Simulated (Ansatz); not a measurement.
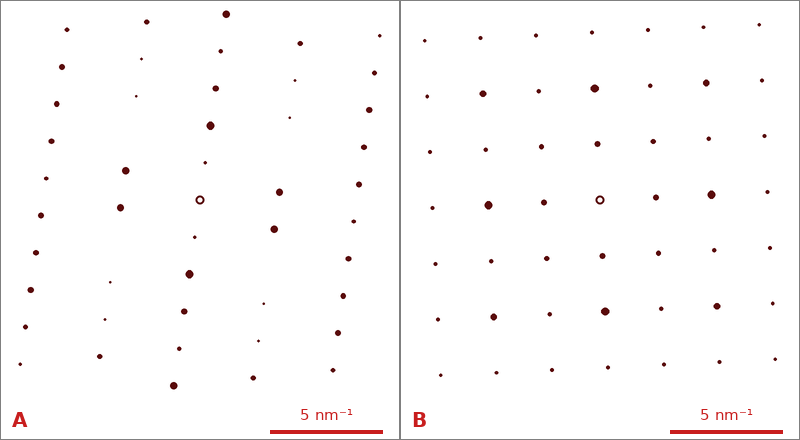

Kinematic electron diffraction patterns (120 kV, B = 0.5 Å², same scale, each along a low-index zone) of two structures of composition Ga3H, each relaxed at zero pressure with DFT PBE, scalar-relativistic, plane waves, PAW (Ansatz 0.2.0).

The structures (standard cells):
1. P6_3/mmc (No. 194), a = 6.837 Å, c = 3.153 Å (hexagonal axes), 8 atoms; generated start, possibly hypothetical
2. Pm-3m (No. 221), a = 3.978 Å, 4 atoms; generated start, possibly hypothetical

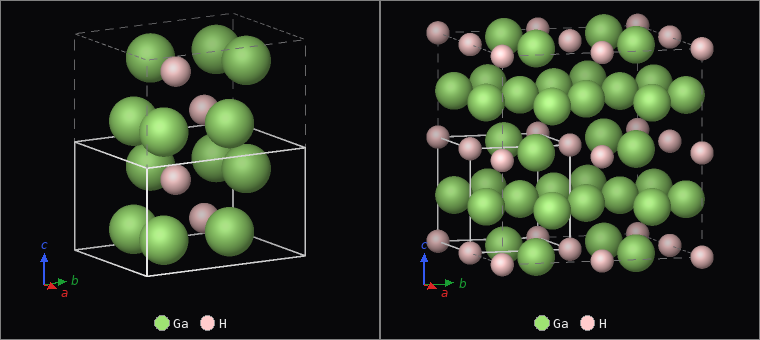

Drawings of the structures 1 to 2, from left to right (each may span several cells).

Q: Which pattern belongs to which structure, and along which zone?

A: A is structure 1 along [101] or an equivalent direction: centred rectangular net of 0 1 0 (weak) at d = 5.92 Å and 1 0 -1 at d = 2.78 Å, 76.4° apart (some points of this net are extinct or too weak to see). B is structure 2 along [001] or an equivalent direction: square net of 1 0 0 at d = 3.98 Å and 0 1 0 at d = 3.98 Å, 90.0° apart.

Q: Which structure lies lowest at this level of theory, and by how much?

A: Structure 1 (P6_3/mmc, 15.95 Å³ an atom) is the lowest of these; structure 2 (Pm-3m, 15.74 Å³ an atom) lies about 140 meV an atom higher. These are static energies at 0 K; other structures, not shown, may lie lower still.
